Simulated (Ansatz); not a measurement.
H4Sn···HBr

Input

```
crystal:
  periodic: [false, false, false]
  atoms:
    - { symbol: Sn, position_ang: [0.0, 0.0, 0.0] }
    - { symbol: H, position_ang: [0.0, 0.0, 2.09] }
    - { symbol: H, position_ang: [1.6408, 0.0, -0.5794] }
    - { symbol: H, position_ang: [-0.8195, 1.4198, -0.5794] }
    - { symbol: H, position_ang: [-0.8195, -1.4198, -0.5794] }
    - { symbol: Br, position_ang: [-2.7426, 0.0, 0.9113] }
    - { symbol: H, position_ang: [-1.0109, 0.0, 2.145] }
basis:
  gaussian: { orbitals: def2-SVP }
hamiltonian:
  xc: pbe
relax:
  f_tol: 0.15
  max_steps: 25
  restrain:
    - { distance: [0, 5], at: 3.79, k: 30.0 }
    - { distance: [6, 1], at: 1.86, k: 30.0 }
    - { distance: [0, 1], at: 1.74, k: 30.0 }
    - { distance: [6, 5], at: 1.55, k: 30.0 }
output:
  orbitals: {}
```

Launched as:

```sh
ansatz run input.yaml --threads 1 --pin off --max-ram 2048MiB --backend cpu --events-out ev --progress --plain --runs-dir out
```

The fields are those of the run's last geometry, not of the input's.

Core potentials replace the inner electrons of Sn; not at a stationary point (largest force 1.2 eV/Å).

Method: RKS PBE/def2-SVP (Ansatz).

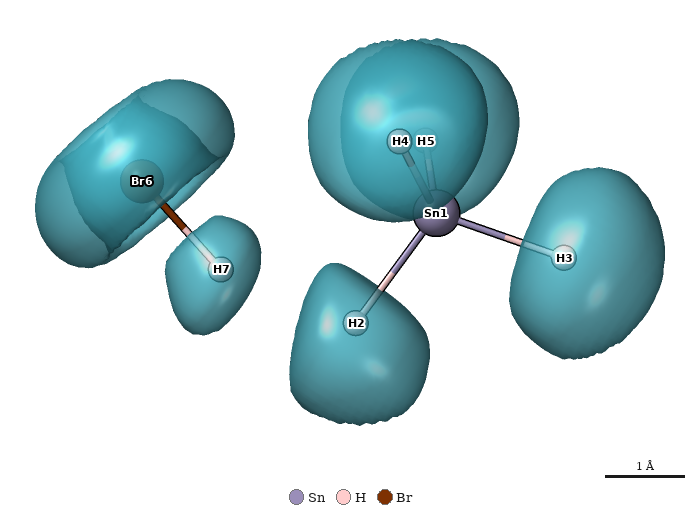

Figure 1. Isosurface of the electron localisation function at 0.8 (cyan), seen across its widest extent. Core shells and regions of very low density are left out.

Question: What do the ELF domains correspond to?

Answer: The surface consists of five regions around hydrogen nuclei and one region wrapped around Br (its valence shell). Along the contacts the grid gives the following. H2···H7 (1.86 Å): the ELF dips to about 0.20 between them. Br–H (1.51 Å): the ELF climbs to about 1 towards the hydrogen, as it does in any bond to H.

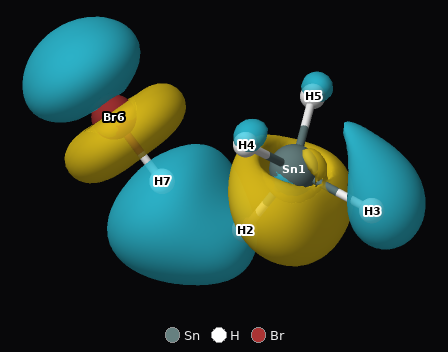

Figure 2. The LUMO at ±0.08 Å⁻³ᐟ² (yellow and cyan are the two phases), seen at a tilt.

Question: What is the character of this orbital?

Answer: It lies mainly on Br6 (about 35 %), H7 (about 25 %), Sn1 (about 20 %) and H2 (about 10 %). Its energy is −1.52 eV.

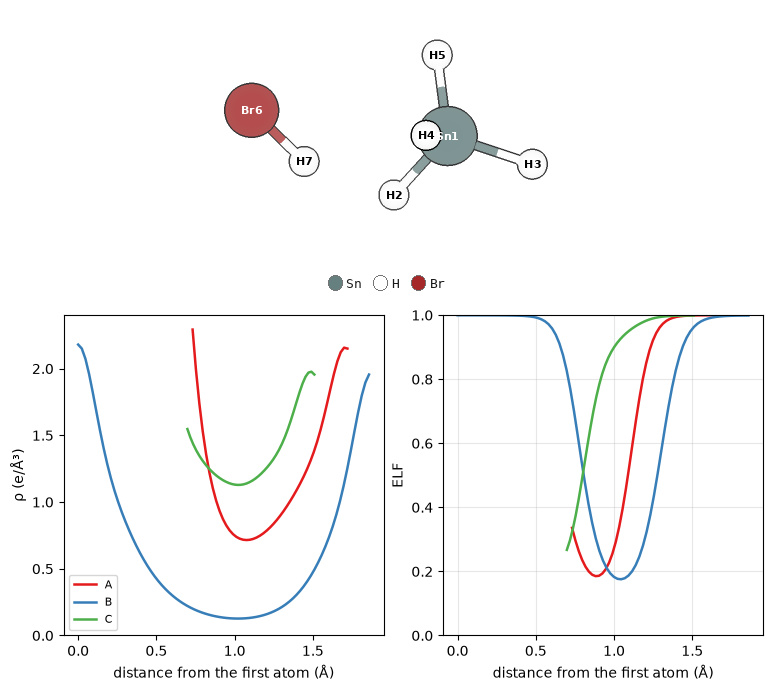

Figure 3. Electron density and electron localisation function along straight lines between neighbouring atoms. The curves leave out the atomic cores. The structure is drawn too.

Question: Which curve belongs to which contact (Br–H, H–H and Sn–H)? The first atom named is at distance zero.

Answer: Curve A: Sn–H (1.72 Å): the density is about 1.1 e/Å³ at the midpoint; the ELF climbs to about 1 towards the hydrogen. Curve B: H2···H7 (1.86 Å): the density falls to about 0.13 e/Å³ on the way; the ELF dips to about 0.20 between them. Curve C: Br–H (1.51 Å): ρ is about 1.4 e/Å³ halfway; the ELF climbs to about 1 towards the hydrogen.
